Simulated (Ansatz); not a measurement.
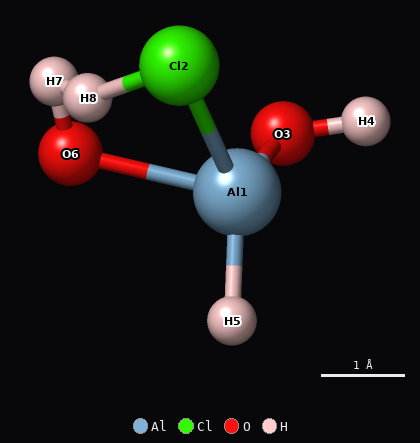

*The structure as given in the input (ball-and-stick view, seen at a tilt; atoms are numbered from 1 in the order of the input). Sticks mark near contacts.*

Bond lengths as drawn: Al–Cl 2.58 Å, Al–H 1.56 Å, Al–O 1.78 to 2.08 Å, Cl–H 1.60 Å, H–H 0.77 Å and H–O 1.01 Å.

# Run report: AlH4ClO2, geometry relaxation

System: AlH4ClO2.
Method: RKS PBE0-D4/6-31G* (Ansatz 0.2.0).

The input holds or restrains some coordinates. It belongs to a series of runs on one base structure; here: pulled along the bonds that form and break, towards end B. Figures and captions count atoms from 1; the log counts them from 0 in places.

## Log
```
The last accepted step is kept in [file] (removed where the run ends without a failure and the disk answers)
Engine: ansatz 0.2.0, aarch64-unknown-linux-gnu
Functional definition: PBE0
  parameter a = 0.25
  parameter kappa = 0.804
  parameter beta = 0.06672455060314922
  exchange = (1 - a)*pbe_x(kappa = kappa, mu = beta*pi^2/3) + a*exact_x
  correlation = pbe_c(beta = beta)
764 factors; integrals over basis functions are off by at most 5.1e-4 eV
mean field evaluation 1: about -23257.1849 eV, gradient 6.6e1 eV
mean field evaluation 2: about -23221.5461 eV, gradient 1.4e2 eV
mean field evaluation 4: about -23264.9426 eV, gradient 1.0e1 eV
mean field evaluation 8: about -23265.1381 eV, gradient 1.3e-1 eV
mean field evaluation 16: about -23265.1382 eV, gradient 1.2e-5 eV
mean field -23265.13818811 eV, -854.9780587358 hartree, gradient 1.2e-5 eV, S^2 0.000000; 0 other end points of the search recorded, 0 dependent functions left out
the calculation of the forces begins
reference -23265.13822108 eV, -854.9780599477 hartree; 25, 25 occupied and 51, 51 virtual orbitals, 764 factors
relax step   1: F+E_penalty+E_count = -23265.25906642 eV  Δ(F+E_penalty+E_count) = +0.000e0 eV  max|allowed force component| = 5.761e0 eV/Å  E_restraint = 25.37150929 eV  max|allowed force component, restraints' pulls added| = 2.875e1 eV/Å  Δτ_max = 0.0000 Å  (27 SCF iters, accepted)
  distance Al 0 - O 5 = 2.0800 Å
  distance H 7 - Cl 1 = 1.5987 Å
  distance Al 0 - Cl 1 = 2.5800 Å
  distance H 7 - O 5 = 1.3008 Å
these checks for a lower state are left out or cut short: starts, cluster_reference, orbital_swaps, neighbouring_geometries, increment
764 factors; integrals over basis functions are off by at most 5.5e-4 eV
mean field -23266.06817169 eV, -855.0122350023 hartree, gradient 9.0e-5 eV, S^2 0.000000; 0 other end points of the search recorded, 0 dependent functions left out
[... from here on the field's lines of each further geometry are left out, up to the last ...]
relax step   2: F+E_penalty+E_count = -23266.18657443 eV  Δ(F+E_penalty+E_count) = -9.275e-1 eV  max|allowed force component| = 4.193e0 eV/Å  E_restraint = 10.15608302 eV  max|allowed force component, restraints' pulls added| = 2.003e1 eV/Å  Δτ_max = 0.1971 Å  (32 SCF iters, accepted)
relax step   3: F+E_penalty+E_count = -23266.92384158 eV  Δ(F+E_penalty+E_count) = -7.373e-1 eV  max|allowed force component| = 4.636e0 eV/Å  E_restraint = 2.83474752 eV  max|allowed force component, restraints' pulls added| = 1.018e1 eV/Å  Δτ_max = 0.1948 Å  (29 SCF iters, accepted)
relax step   4: F+E_penalty+E_count = -23267.94382063 eV  Δ(F+E_penalty+E_count) = -1.020e0 eV  max|allowed force component| = 2.024e0 eV/Å  E_restraint = 0.18070251 eV  max|allowed force component, restraints' pulls added| = 2.125e0 eV/Å  Δτ_max = 0.1949 Å  (29 SCF iters, accepted)
relax step   5: F+E_penalty+E_count = -23268.29906372 eV  Δ(F+E_penalty+E_count) = -3.552e-1 eV  max|allowed force component| = 1.344e0 eV/Å  E_restraint = 0.03031132 eV  max|allowed force component, restraints' pulls added| = 1.381e0 eV/Å  Δτ_max = 0.1948 Å  (29 SCF iters, accepted)
relax step   6: F+E_penalty+E_count = -23268.49141414 eV  Δ(F+E_penalty+E_count) = -1.924e-1 eV  max|allowed force component| = 1.307e0 eV/Å  E_restraint = 0.01904958 eV  max|allowed force component, restraints' pulls added| = 1.307e0 eV/Å  Δτ_max = 0.1984 Å  (28 SCF iters, accepted)
relax step   7: F+E_penalty+E_count = -23268.63267723 eV  Δ(F+E_penalty+E_count) = -1.413e-1 eV  max|allowed force component| = 1.055e0 eV/Å  E_restraint = 0.02536657 eV  max|allowed force component, restraints' pulls added| = 1.045e0 eV/Å  Δτ_max = 0.1947 Å  (27 SCF iters, accepted)
relax step   8: F+E_penalty+E_count = -23268.69831425 eV  Δ(F+E_penalty+E_count) = -6.564e-2 eV  max|allowed force component| = 1.130e0 eV/Å  E_restraint = 0.02310494 eV  max|allowed force component, restraints' pulls added| = 5.808e-1 eV/Å  Δτ_max = 0.1991 Å  (28 SCF iters, accepted)
the calculation of the forces begins
reference -23268.61027019 eV, -855.1056553990 hartree; 25, 25 occupied and 51, 51 virtual orbitals, 764 factors
relax step   9: F+E_penalty+E_count = -23268.72028382 eV  Δ(F+E_penalty+E_count) = -2.197e-2 eV  max|allowed force component| = 9.801e-1 eV/Å  E_restraint = 0.02952718 eV  max|allowed force component, restraints' pulls added| = 1.074e-1 eV/Å  Δτ_max = 0.1338 Å  (28 SCF iters, accepted)
```

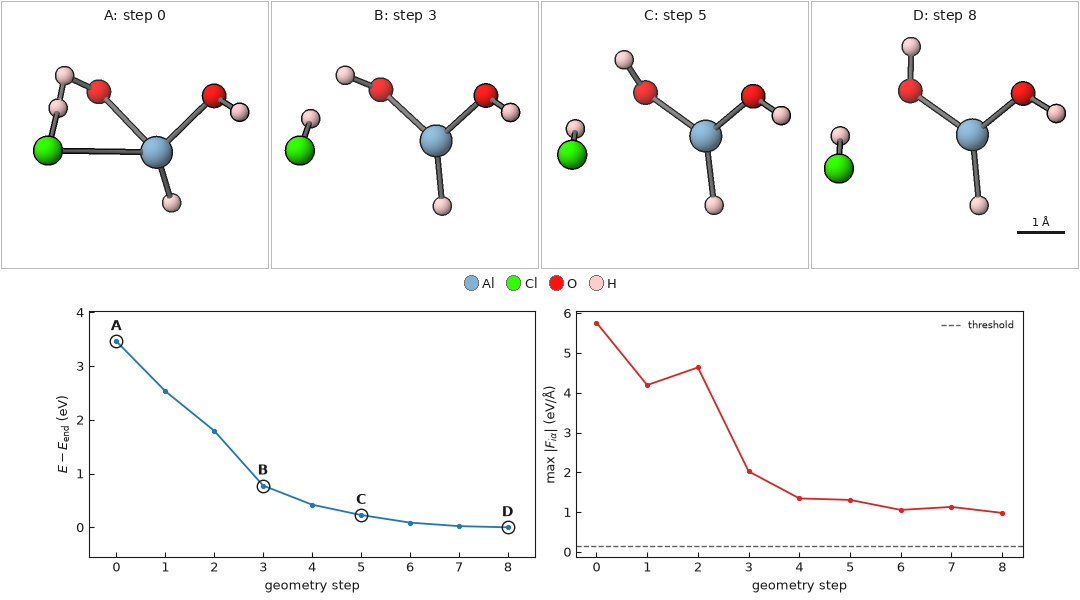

*Frames of the restrained relaxation (ball-and-stick view, seen at a tilt) above the curves, on which the letters mark them (the first geometry is step 0 here and step 1 in the log).*

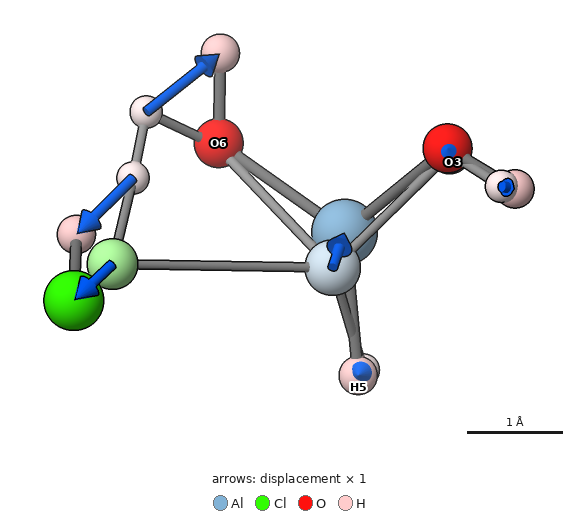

*Start (faint) and end (solid) with the displacements as blue arrows, at true length (ball-and-stick view, seen at a tilt). The two geometries are laid on each other by the best rigid fit.*

H7 moves most after the best rigid fit: 1.09 Å. By element the largest moves are H 1.09 Å, Cl 0.60 Å, Al 0.56 Å, O 0.14 Å. Distances before and after: H7–H8 0.768 → 2.681 Å, Al1–Cl2 2.580 → 3.429 Å, Al1–O6 2.080 → 1.756 Å, Cl2–H8 1.599 → 1.333 Å. Bonds break: Al1–Cl2 (2.58 → 3.43 Å), H7–H8 (0.77 → 2.68 Å). Among the angles that change: O3–Al1–O6 96.8° → 115.0°, H5–Al1–O6 101.3° → 118.5°, Al1–O3–H4 109.5° → 122.1°. After 8 geometry steps the energy has fallen by 3.461 eV. Largest force component: 5.8 eV/Å at the start, 0.98 eV/Å at the end. (Atoms are counted from 1 in the order of the input.)

```
  distance Al 0 - O 5 = 1.7564 Å
  distance H 7 - Cl 1 = 1.3332 Å
  distance Al 0 - Cl 1 = 3.4289 Å
  distance H 7 - O 5 = 2.2026 Å
764 factors; integrals over basis functions are off by at most 7.8e-4 eV
mean field -23268.61023627 eV, -855.1056541523 hartree, gradient 2.2e-5 eV, S^2 0.000000; 1 other end points of the search recorded, 0 dependent functions left out
the calculation of the forces begins
reference -23268.61027019 eV, -855.1056553990 hartree; 25, 25 occupied and 51, 51 virtual orbitals, 764 factors
Total energy: -23268.72031775 eV, -855.1096995721 hartree
Atom 0 at     0.097359     0.459912    -0.278931 Å, force     0.101607     0.659062     0.427904 eV/Å
Atom 1 at    -0.231405    -0.236213     3.062424 Å, force    -0.090249     0.980124    -0.492959 eV/Å
Atom 2 at     1.631450    -0.047274    -0.830024 Å, force    -0.027668    -0.019381    -0.003497 eV/Å
Atom 3 at     1.766725    -0.902144    -1.249686 Å, force    -0.022125     0.027474     0.001065 eV/Å
Atom 4 at    -1.280385    -0.238701    -0.581150 Å, force    -0.018802    -0.020619     0.001652 eV/Å
Atom 5 at     0.090801     1.974229     0.610812 Å, force    -0.146559    -0.804276    -0.194276 eV/Å
Atom 6 at     0.935033     2.435619     0.666008 Å, force     0.055025     0.007246     0.026580 eV/Å
Atom 7 at    -0.325979     0.983973     2.533646 Å, force     0.148771    -0.829631     0.233531 eV/Å
Dipole moment:     0.178219     0.007301    -0.342309 e Å
```

## Trajectory as extended XYZ (Å, eV, eV/Å), 9 frames, from step=1 to step=9
```
8
Properties=species:S:1:pos:R:3:forces:R:3 step=1 energy=-23265.25907
Al    0.0000    0.0000    0.0000    1.5176   3.1687   0.2996
Cl    0.0000    0.0000    2.5800    0.0094  -0.8159  -0.5452
O     1.5415    0.0000   -0.8900   -0.6672  -2.7059   0.8886
H     1.8414   -0.9519   -1.0449   -0.2764   1.8281   0.0311
H    -1.3510    0.0000   -0.7800   -0.3560  -0.6055   0.2163
O     0.0932    1.9717    0.6559   -0.2321  -1.4964   0.8054
H     0.4919    2.0000    1.5834    4.3257   5.7615  -2.6274
H     0.0666    1.4096    1.8287   -4.3211  -5.1347   0.9316
8
Properties=species:S:1:pos:R:3:forces:R:3 step=2 energy=-23266.18657
Al    0.0030    0.1110   -0.1572    1.5829   3.6623   0.8454
Cl    0.0030    0.0204    2.7761   -0.0019   0.7365  -0.9495
O     1.5642   -0.0149   -0.8989   -0.3869  -1.8206   0.4798
H     1.8403   -0.9476   -1.0459    0.0548   0.8584  -0.1487
H    -1.3687   -0.0079   -0.7892   -0.9072  -0.7355  -0.1757
O     0.1043    1.9567    0.5330    0.5949  -1.7239   2.8963
H     0.5002    2.0213    1.5343    0.5498   2.0697  -4.1926
H     0.0373    1.2905    1.9810   -1.4864  -3.0469   1.2450
8
Properties=species:S:1:pos:R:3:forces:R:3 step=3 energy=-23266.92384
Al    0.0174    0.2133   -0.2584    0.8971   3.5499   0.8107
Cl    0.0017    0.0274    2.8924   -0.0095   0.8735  -0.6752
O     1.5706   -0.0304   -0.8993    0.1399  -1.1894   0.1527
H     1.8413   -0.9460   -1.0482    0.2106   0.1338  -0.2415
H    -1.3820   -0.0193   -0.7923   -0.8516  -0.7769  -0.2040
O     0.1284    1.9571    0.4275    0.6992  -1.4675   3.7003
H     0.4848    2.0308    1.4605   -0.4468   0.8582  -4.6358
H     0.0214    1.1966    2.1510   -0.6389  -1.9817   1.0928
8
Properties=species:S:1:pos:R:3:forces:R:3 step=4 energy=-23267.94382
Al    0.0364    0.3593   -0.3518    0.3883   2.0236   0.2775
Cl   -0.0048   -0.0025    3.0121    0.0132   0.4364  -0.2942
O     1.5920   -0.0526   -0.8966    0.0055  -0.6118   0.1185
H     1.8436   -0.9643   -1.0589    0.1048  -0.1191  -0.1993
H    -1.4011   -0.0510   -0.7917   -0.1608  -0.4623  -0.0434
O     0.1526    1.9729    0.3864   -0.4101  -1.0084   0.6470
H     0.4697    2.0455    1.3045    0.4008   0.6337  -1.0775
H    -0.0047    1.1221    2.3291   -0.3416  -0.8922   0.5714
8
Properties=species:S:1:pos:R:3:forces:R:3 step=5 energy=-23268.29906
Al    0.0472    0.4503   -0.3824    0.3484   0.8838   0.1482
Cl    0.0030   -0.0842    3.0177   -0.0685   0.9627  -0.5541
O     1.6073   -0.0782   -0.8592   -0.2436  -0.3868   0.1193
H     1.8164   -0.9954   -1.0780   -0.1030   0.2195  -0.0268
H    -1.3821   -0.1262   -0.7662    0.2129  -0.0833   0.0102
O     0.0860    2.0257    0.3956    0.0961  -0.6940   1.1010
H     0.6086    2.1529    1.2200   -0.0669   0.2081  -1.3444
H    -0.1027    1.0846    2.3855   -0.1755  -1.1100   0.5467
8
Properties=species:S:1:pos:R:3:forces:R:3 step=6 energy=-23268.49141
Al    0.0714    0.4637   -0.3708   -0.7428   1.1855   0.5449
Cl    0.0204   -0.1260    3.0166   -0.2081   1.1235  -0.6034
O     1.5869   -0.0828   -0.8260    0.7563  -0.3957  -0.1307
H     1.7767   -0.9862   -1.0908    0.0026  -0.0024  -0.0594
H    -1.3294   -0.1462   -0.7636    0.0395  -0.0790  -0.0176
O     0.0215    2.0204    0.4501    0.8114  -0.6086   1.1509
H     0.7436    2.2329    1.0987   -0.7127  -0.1111  -1.3066
H    -0.2075    1.0536    2.4190    0.0538  -1.1122   0.4220
8
Properties=species:S:1:pos:R:3:forces:R:3 step=7 energy=-23268.63268
Al    0.0604    0.4834   -0.3486    0.2084   0.5604   0.2492
Cl    0.0316   -0.1491    3.0327   -0.3533   1.0194  -0.5527
O     1.6038   -0.0879   -0.8159   -0.1396   0.1751   0.1546
H     1.7814   -0.9820   -1.1152   -0.0634  -0.0622  -0.0481
H    -1.3262   -0.1535   -0.7472    0.0134  -0.0217   0.0105
O     0.0073    2.0088    0.5185    1.0553  -0.4230   0.6757
H     0.8505    2.3045    0.9526   -1.0306  -0.3279  -0.8107
H    -0.3253    1.0052    2.4562    0.3098  -0.9201   0.3215
8
Properties=species:S:1:pos:R:3:forces:R:3 step=8 energy=-23268.69831
Al    0.0864    0.4738   -0.3181   -0.0172   0.5698   0.4288
Cl   -0.1534   -0.2225    3.0353   -0.1094   1.1302  -0.5206
O     1.6260   -0.0736   -0.8093   -0.0115   0.0458   0.0228
H     1.7731   -0.9424   -1.1942   -0.0444   0.0228  -0.0006
H    -1.2991   -0.2036   -0.6466    0.0233  -0.0147  -0.0284
O     0.0314    1.9900    0.5645    0.5811  -0.4903   0.0989
H     0.8900    2.4010    0.7871   -0.5293  -0.2488  -0.2506
H    -0.2708    1.0067    2.5142    0.1074  -1.0149   0.2497
8
Properties=species:S:1:pos:R:3:forces:R:3 step=9 energy=-23268.72028
Al    0.0974    0.4599   -0.2789    0.1016   0.6591   0.4279
Cl   -0.2314   -0.2362    3.0624   -0.0902   0.9801  -0.4930
O     1.6315   -0.0473   -0.8300   -0.0277  -0.0194  -0.0035
H     1.7667   -0.9021   -1.2497   -0.0221   0.0275   0.0011
H    -1.2804   -0.2387   -0.5812   -0.0188  -0.0206   0.0017
O     0.0908    1.9742    0.6108   -0.1466  -0.8043  -0.1943
H     0.9350    2.4356    0.6660    0.0550   0.0072   0.0266
H    -0.3260    0.9840    2.5336    0.1488  -0.8296   0.2335
```

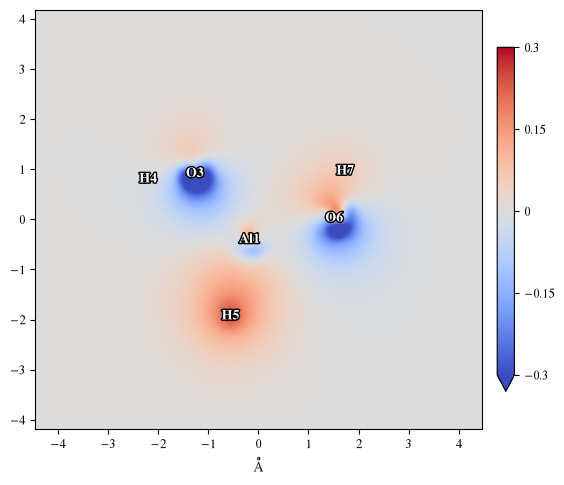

*One frontier orbital on the plane of atoms H5, Al1 and O6 (values in Å⁻³ᐟ²; the overall sign is arbitrary).*

The HOMO, at −8.84 eV.

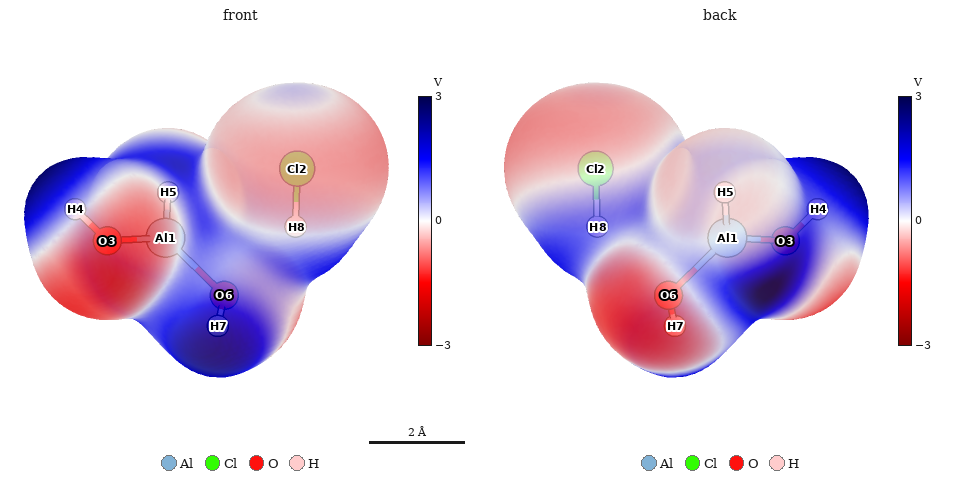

*The electrostatic potential painted on the density surface at 0.002 e/bohr³, seen face on and from behind; red is negative and blue positive.*

A positive charge is drawn to the negative regions and a negative charge to the positive ones.

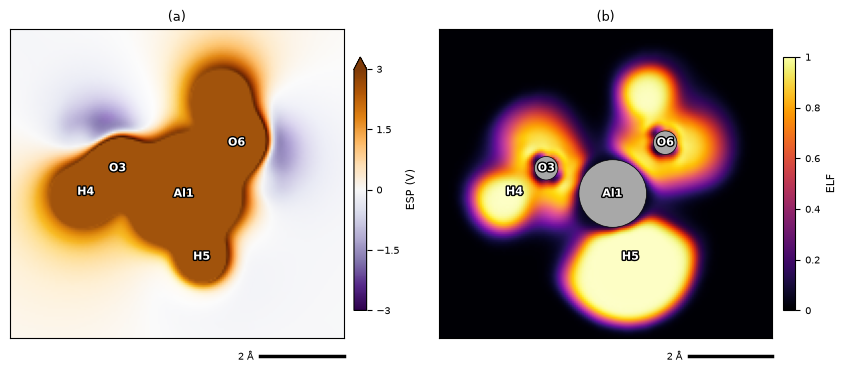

*(a) electrostatic potential; (b) ELF on the plane of atoms O3, Al1 and H5. Grey discs, where drawn, cover atomic cores.*

Atoms in the plane: Al, O and H. Al–O (1.71 Å): the ELF peaks at about 0.85 in the valence shell of O, 0.6 Å from its nucleus, and is about 0.45 at the midpoint. Al–O (1.76 Å): the ELF peaks at about 0.85 in the valence shell of O, 0.6 Å from its nucleus, and is about 0.50 at the midpoint. Al–H (1.57 Å): the ELF climbs to about 1 towards the hydrogen.

The run was set up as follows.

## Input file
```yaml
crystal:
  periodic: [false, false, false]
  atoms:
    - { symbol: Al, position_ang: [0.0, 0.0, 0.0] }
    - { symbol: Cl, position_ang: [0.0, 0.0, 2.58] }
    - { symbol: O, position_ang: [1.5415, 0.0, -0.89] }
    - { symbol: H, position_ang: [1.8414, -0.9519, -1.0449] }
    - { symbol: H, position_ang: [-1.351, 0.0, -0.78] }
    - { symbol: O, position_ang: [0.0932, 1.9717, 0.6559] }
    - { symbol: H, position_ang: [0.4919, 2.0, 1.5834] }
    - { symbol: H, position_ang: [0.0666, 1.4096, 1.8287] }
basis:
  gaussian: { orbitals: "6-31G*" }
hamiltonian:
  xc: pbe0
  dispersion: d4
relax:
  f_tol: 0.15
  max_steps: 25
  restrain:
    - { distance: [0, 5], at: 1.78, k: 30.0 }
    - { distance: [7, 1], at: 1.37, k: 30.0 }
    - { distance: [0, 1], at: 3.43, k: 30.0 }
    - { distance: [7, 5], at: 2.21, k: 30.0 }
output:
  orbitals: {}
```

Launched with:
```bash
ansatz run input.yaml --threads 1 --pin off --max-ram 2048MiB --backend cpu --events-out ev --progress --plain --runs-dir out
```

## Key numbers

- outcome: converged under the restraints of the input
- total energy: −23268.7203 eV
- mean-field energy: −23268.6103 eV
- largest force (length of the vector) at the end, held atoms and coordinates included: 1.101 eV/Å
- hardware: 1 thread of Arm Neoverse V2, 24 GiB of memory available, shared host
- wall time: 28 s
- peak memory: 0.17 GiB
